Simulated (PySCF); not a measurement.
# Br3ClSi: the cost of one run

Computed with PySCF 2.14.0, with density-fitted response routines of our own, on a single molecule, in the gas phase or a continuum. Atoms are numbered from 0 throughout.

## 1. Starting geometry

5 atoms, charge 0, multiplicity 1; geometry from: GFN2-xTB. The atoms were then displaced at random by about 0.01 Å, so the start is not that level's minimum.

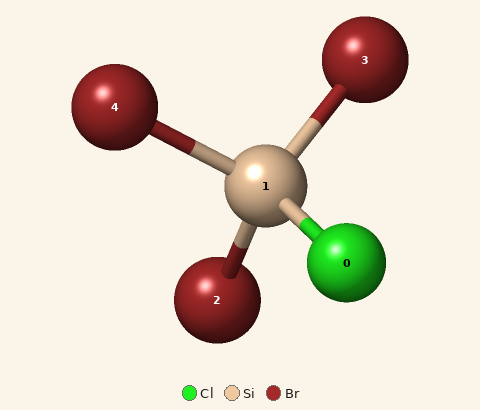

The starting geometry (chlorine green, silicon light orange, bromine red), atoms numbered.

## 2. Optimising the geometry at PBE0-D3(BJ)/def2-SVP

Job settings and geometry (Å):

```
{"job": {"xc": "PBE0", "basis": "def2-SVP", "d3": "d3bj", "grid": 1, "shake": 0.01, "kind": "geom"}, "charge": 0, "multiplicity": 1}
Cl     0.027170     0.076090     2.096460
Si    -0.003670     0.000200     0.087020
Br     1.922410    -0.675300    -0.714100
Br    -0.384050     1.965370    -0.833230
Br    -1.528280    -1.400340    -0.674040
```

Command:

```bash
> OMP_NUM_THREADS=1 python probes_run.py task.json out
```

This one command runs all jobs of the session in turn.

Q: Estimate the wall time and peak memory of this first job on 1 thread of Arm Neoverse N1, shared host.

About 3.7 min, with a peak of 0.64 GiB.
